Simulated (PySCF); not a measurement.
SMILES C[SiH2][SiH2]C=O, singlet at its GFN2-xTB optimised geometry (Å):

```
13

C      1.9351     0.1252    -1.6443
Si     1.2920    -0.5763     0.0000
Si    -1.0315    -0.5763     0.0000
C     -1.5894     1.2538     0.0000
O     -1.6242     1.9361    -0.9946
H      3.0187     0.2016    -1.6527
H      1.6438    -0.5033    -2.4814
H      1.5328     1.1180    -1.8271
H      1.8235    -1.9361     0.1747
H      1.8464     0.2316     1.0983
H     -1.6673    -1.1639     1.1855
H     -1.6525    -1.1811    -1.1805
H     -1.8464     1.7195     0.9781
```

Calculation: B3LYP/def2-TZVP (PySCF 2.14.0).

Map of the log10 of the electron density (e/bohr³), floored at −4 on the plane z = 1.5 Å:

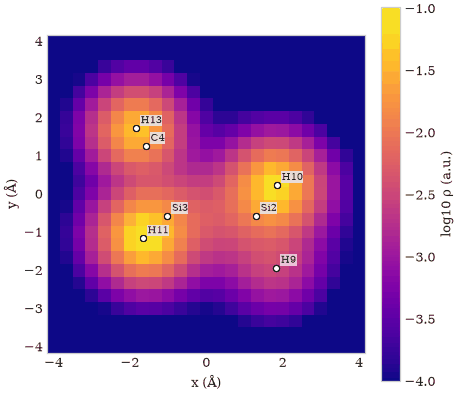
Fig. 1. Log10 of the electron density (e/bohr³), floored at −4 on the plane z = 1.5 Å.
